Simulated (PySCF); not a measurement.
# [PH4]+ (phosphonium): levels of theory compared

Wanted: a comparison of 6 runs (PBE0/STO-6G, MP2/STO-6G, QCISD(T)/STO-6G, CISD/STO-6G, CCSD(T)/STO-6G, FCI/STO-6G) of [PH4]+ (phosphonium). Input form: a Python script.

The calculation is run with PySCF 2.14.0.

15 further runs of the same task are left out: 2 that didn't finish, 13 set aside as unsound or not needed.

## Step 1: The molecule

The species is [PH4]+ (5 atoms), meant as a singlet with charge +1. As SMILES, `[PH4+]`. The P1–H4 distance was set to 3.850 Å, away from the relaxed value. At this shape a bond of the SMILES string is far longer than usual.

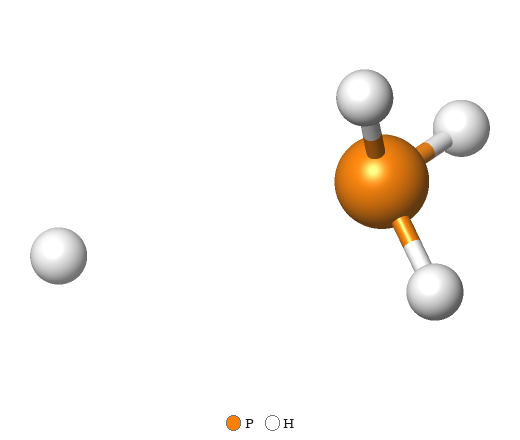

Viewed from a chosen angle; phosphorus orange, hydrogen white.

## Step 2: The energy at PBE0/STO-6G (run 1)

File input.xyz:

```xyz
5
H4P
P      0.471286     0.240747     2.418122
H      1.828766     0.179417     2.628522
H     -0.146014    -0.775303     3.109082
H     -0.261860    -0.133750    -1.343340
H     -0.006944     1.451887     2.859902
```

File input.py:

```python
from pyscf import gto, dft

mol = gto.M(
    atom='input.xyz',
    max_memory=1860,
    basis='sto-6g',
    verbose=4,
    charge=1,
)

calc0 = dft.RKS(mol)
calc0.xc = 'pbe0'
calc0.grids.level = 5
calc0.conv_tol = 1e-10
calc0.kernel()
if not calc0.converged:
    calc0 = calc0.newton().run(calc0.mo_coeff, calc0.mo_occ)

e_final = calc0.e_tot
print(f'total energy: {e_final:.8f} hartree')
```

The run is started by

```bash
$ OMP_NUM_THREADS=1 python input.py
```

Log:

```text
PySCF version 2.14.0

[INPUT] num. atoms = 5
[INPUT] num. electrons = 18
[INPUT] charge = 1
[INPUT] spin (= nelec alpha-beta = 2S) = 0
[INPUT] symmetry False subgroup None
[INPUT] Mole.unit = angstrom
[INPUT] Symbol           X                Y                Z      unit          X                Y                Z       unit  Magmom
[INPUT]  1 P      0.471286000000   0.240747000000   2.418122000000 AA    0.890601466342   0.454945895311   4.569588315786 Bohr   0.0
[INPUT]  2 H      1.828766000000   0.179417000000   2.628522000000 AA    3.455866885916   0.339048992091   4.967186692394 Bohr   0.0
[INPUT]  3 H     -0.146014000000  -0.775303000000   3.109082000000 AA   -0.275926470352  -1.465110333554   5.875313478815 Bohr   0.0
[INPUT]  4 H     -0.261860000000  -0.133750000000  -1.343340000000 AA   -0.494843682979  -0.252750869161  -2.538544692173 Bohr   0.0
[INPUT]  5 H     -0.006944000000   1.451887000000   2.859902000000 AA   -0.013122258209   2.743668793816   5.404431523096 Bohr   0.0

[... 83 lines left out ...]
converged SCF energy = -341.90183282301
total energy: -341.90183282 hartree
```

Wall time 3.6 s (1 thread of Arm Neoverse V1, shared host); peak memory 0.2 GiB.

## Step 3: The energy at MP2/STO-6G (run 2)

File job.py:

```python
from pyscf import gto, mp

system = gto.M(
    atom='''
P    0.471286   0.240747   2.418122
H    1.828766   0.179417   2.628522
H   -0.146014  -0.775303   3.109082
H   -0.261860  -0.133750  -1.343340
H   -0.006944   1.451887   2.859902
''',
    basis='sto-6g',
    verbose=4,
    max_memory=1860,
    charge=1,
)

hf = system.RHF()
hf.conv_tol = 1e-10
hf.kernel()
if not hf.converged:
    hf = hf.newton().run(hf.mo_coeff, hf.mo_occ)

pt = mp.MP2(hf, frozen=5).run()
energy = pt.e_tot
print('Final energy', energy)
```

The run is started by

```bash
$ OMP_NUM_THREADS=1 python job.py
```

Log:

```text
PySCF version 2.14.0

[INPUT] num. atoms = 5
[INPUT] num. electrons = 18
[INPUT] charge = 1
[INPUT] spin (= nelec alpha-beta = 2S) = 0
[INPUT] symmetry False subgroup None
[INPUT] Mole.unit = angstrom
[INPUT] Symbol           X                Y                Z      unit          X                Y                Z       unit  Magmom
[INPUT]  1 P      0.471286000000   0.240747000000   2.418122000000 AA    0.890601466342   0.454945895311   4.569588315786 Bohr   0.0
[INPUT]  2 H      1.828766000000   0.179417000000   2.628522000000 AA    3.455866885916   0.339048992091   4.967186692394 Bohr   0.0
[INPUT]  3 H     -0.146014000000  -0.775303000000   3.109082000000 AA   -0.275926470352  -1.465110333554   5.875313478815 Bohr   0.0
[INPUT]  4 H     -0.261860000000  -0.133750000000  -1.343340000000 AA   -0.494843682979  -0.252750869161  -2.538544692173 Bohr   0.0
[INPUT]  5 H     -0.006944000000   1.451887000000   2.859902000000 AA   -0.013122258209   2.743668793816   5.404431523096 Bohr   0.0

nuclear repulsion = 20.4390556221946
number of shells = 9
number of NR pGTOs = 78
number of NR cGTOs = 13
basis = sto-6g
ecp = {}

******** <class 'pyscf.scf.hf.RHF'> ********
method = RHF
initial guess = minao
damping factor = 0
level_shift factor = 0
DIIS = <class 'pyscf.scf.diis.CDIIS'>
diis_start_cycle = 1
diis_space = 8
diis_damp = 0
SCF conv_tol = 1e-10
SCF conv_tol_grad = None
SCF max_cycles = 50
direct_scf = True
direct_scf_tol = 1e-13
Set gradient conv threshold to 1e-05
Initial guess from minao.
init E= -341.17731127838
  HOMO = -0.167569231193286  LUMO = -0.119648080442748  gap/eV = 1.30400
cycle= 1 E= -341.27007845993  delta_E= -0.0928  |g|= 0.127  |ddm|= 2.26
  HOMO = -0.451890536325471  LUMO = -0.355044239369318  gap/eV = 2.63532
cycle= 2 E= -340.952070776873  delta_E= 0.318  |g|= 0.556  |ddm|= 2.58
  HOMO = -0.431025391907351  LUMO = -0.342092966876619  gap/eV = 2.41997
cycle= 3 E= -341.315789763422  delta_E= -0.364  |g|= 0.0579  |ddm|= 1.74
  HOMO = -0.45316085261647  LUMO = -0.312250892746374  gap/eV = 3.83436
cycle= 4 E= -341.316006520253  delta_E= -0.000217  |g|= 0.0505  |ddm|= 0.033
  HOMO = -0.462813815956459  LUMO = -0.290515701716481  gap/eV = 4.68847
cycle= 5 E= -341.317330093447  delta_E= -0.00132  |g|= 0.0258  |ddm|= 0.0591
  HOMO = -0.458828259286706  LUMO = -0.292694071803209  gap/eV = 4.52074
cycle= 6 E= -341.317921266106  delta_E= -0.000591  |g|= 0.00516  |ddm|= 0.067
  HOMO = -0.457654590279568  LUMO = -0.29354652256408  gap/eV = 4.46561
cycle= 7 E= -341.317947563613  delta_E= -2.63e-05  |g|= 0.000155  |ddm|= 0.0184
  HOMO = -0.457636139028195  LUMO = -0.29357652748846  gap/eV = 4.46429
cycle= 8 E= -341.317947579156  delta_E= -1.55e-08  |g|= 6.69e-05  |ddm|= 0.000261
  HOMO = -0.457643061451382  LUMO = -0.293578724871807  gap/eV = 4.46442
cycle= 9 E= -341.317947583031  delta_E= -3.87e-09  |g|= 1.16e-05  |ddm|= 0.000182
  HOMO = -0.457642877300309  LUMO = -0.293581606115649  gap/eV = 4.46433
cycle= 10 E= -341.317947583142  delta_E= -1.11e-10  |g|= 1.54e-07  |ddm|= 3.48e-05
  HOMO = -0.457643009501876  LUMO = -0.293581396779931  gap/eV = 4.46434
cycle= 11 E= -341.317947583142  delta_E= -1.71e-13  |g|= 2.42e-08  |ddm|= 6.39e-07
  HOMO = -0.457642999862961  LUMO = -0.293581414328999  gap/eV = 4.46434
Extra cycle  E= -341.317947583142  delta_E= -5.68e-14  |g|= 3.23e-08  |ddm|= 1.65e-07
converged SCF energy = -341.317947583142

******** <class 'pyscf.mp.mp2.RMP2'> ********
nocc = 4, nmo = 8
frozen orbitals 5
E(RMP2) = -341.470273360499  E_corr = -0.152325777357333
E(SCS-RMP2) = -341.498176705062  E_corr = -0.180229121919974
E_corr(same-spin) = -0.00295593566403029
E_corr(oppo-spin) = -0.149369841693303
Final energy -341.47027336049933
```

Run time: 0.7 s. Hardware: 1 thread of Arm Neoverse V1, shared host; peak memory 0.14 GiB.

Runs 3 to 5 aren't shown in full; the table further down has their settings and results.

## Step 4: The energy at FCI/STO-6G (run 6)

File calc.py:

```python
from pyscf import gto, mcscf
from pyscf import fci

mol = gto.Mole()
mol.atom = '''
P    0.471286   0.240747   2.418122
H    1.828766   0.179417   2.628522
H   -0.146014  -0.775303   3.109082
H   -0.261860  -0.133750  -1.343340
H   -0.006944   1.451887   2.859902
'''
mol.max_memory = 1860
mol.basis = 'sto-6g'
mol.verbose = 3
mol.charge = 1
mol.spin = 0
mol.build()

hf = mol.RHF()
hf.conv_tol = 1e-10
hf.kernel()
if not hf.converged:
    hf = hf.newton().run(hf.mo_coeff, hf.mo_occ)

cas = mcscf.CASCI(hf, hf.mo_coeff.shape[-1] - 5, (mol.nelec[0] - 5, mol.nelec[1] - 5))  # full CI above the frozen core
cas.fcisolver = fci.direct_spin0.FCI(mol)  # even spin states alone
cas.kernel()
print('<S^2> = %.4f' % cas.fcisolver.spin_square(cas.ci, cas.ncas, cas.nelecas)[0])
e_tot = cas.e_tot
print('Final energy', e_tot)
```

The run is started by

```bash
$ OMP_NUM_THREADS=1 python calc.py
```

Log:

```text
converged SCF energy = -341.317947583142
CASCI E = -341.554783628146  E(CI) = -15.7278797977382  S^2 = 0.0000000
<S^2> = 0.0000
Final energy -341.5547836281458
```

Run time: 0.76 s. Hardware: 1 thread of Arm Neoverse V1, shared host; peak memory 0.15 GiB.

## Step 5: The series

```
run            level  integration grid  frozen core orbitals  energy (Eh)  HOMO energy (eV)  LUMO energy (eV)  HOMO–LUMO gap (eV)  wall time
  1      PBE0/STO-6G                 5                     –  -341.901833            -11.59            -10.28                1.31      3.6 s
  2       MP2/STO-6G                 –                     5  -341.470273            -12.45             -7.99                4.46      0.7 s
  3  QCISD(T)/STO-6G                 –                     5  -341.557747            -12.45             -7.99                4.46      0.7 s
  4      CISD/STO-6G                 –                     5  -341.520865            -12.45             -7.99                4.46     0.62 s
  5   CCSD(T)/STO-6G                 –                     5  -341.573140            -12.45             -7.99                4.46     0.72 s
  6       FCI/STO-6G                 –                     5  -341.554784            -12.45             -7.99                4.46     0.76 s
```

## Step 6: Summary of results

| quantity | value |
| --- | --- |
| run 6: total energy | -341.55478 Eh |
| run 6: HOMO energy (Hartree–Fock orbitals) | -12.45 eV |
| run 6: LUMO energy (Hartree–Fock orbitals) | -7.99 eV |
| run 6: HOMO–LUMO gap (Hartree–Fock orbitals) | 4.46 eV |
| run 6: correlation energy (5 core orbitals frozen) | -236.8 mEh |

In words: Against full CI in this basis: MP2 +84.5 mEh; QCISD(T) -3.0 mEh; CISD +33.9 mEh; CCSD(T) -18.4 mEh. In runs 3, 5 the T1 diagnostic is large, so a single reference may not serve. In runs 1, 2, 3, 4, 5, 6 the basis is minimal, so the values are rough. All runs together took 7.1 s, the longest 3.6 s.
